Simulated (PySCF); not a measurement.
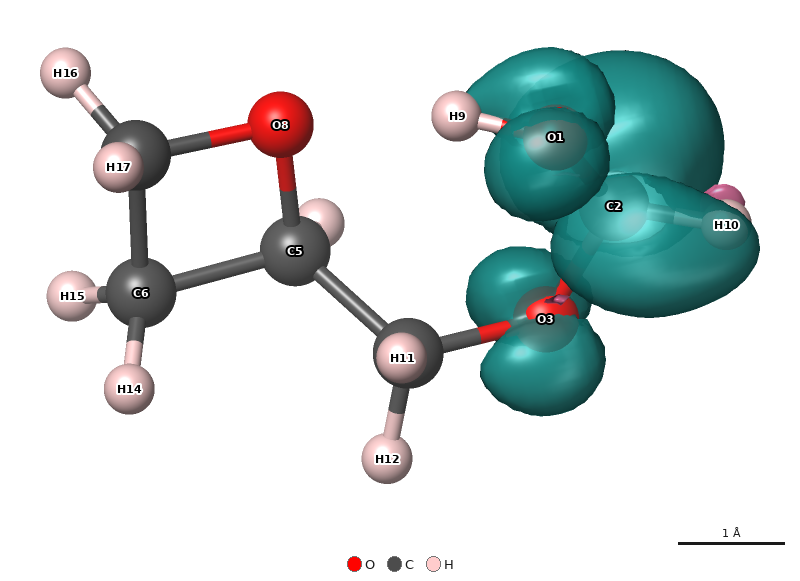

The picture shows: C5H9O3 (SMILES O[CH]OC[C@H]1CCO1) (doublet). Isosurfaces of the spin density at +0.02 (teal) and −0.02 e/Å³ (pink), seen at a tilt.

Geometry: GFN2-xTB.

All numbers below come from PySCF 2.14.0, density-fitted response routines, UKS B3LYP, pcH-1 on C H O, non-relativistic, mean-field spin-orbit, GIAO.

```xyz
17

O     2.3241    0.8779    0.6937
C     2.6671   -0.2685    0.0480
O     1.7720   -1.3196   -0.0729
C     0.4491   -1.1271    0.3536
C    -0.3842   -0.2723   -0.6078
C    -1.8783   -0.1666   -0.2793
C    -1.5987    1.3281   -0.1086
O    -0.2131    1.1433   -0.4114
H     1.4528    1.1844    0.3790
H     3.6600   -0.6185    0.2873
H     0.4214   -0.6764    1.3562
H     0.0101   -2.1285    0.3940
H    -0.1441   -0.5498   -1.6397
H    -2.1751   -0.6837    0.6295
H    -2.5518   -0.4259   -1.0904
H    -2.0770    1.9848   -0.8386
H    -1.7412    1.7306    0.8973
```

**Which atoms carry the spin?**

The unpaired spin (1 electron) lies mostly on C2 (about 0.6), O1 (about 0.1) and O3 (about 0.1), in electrons by Hirshfeld's partition.
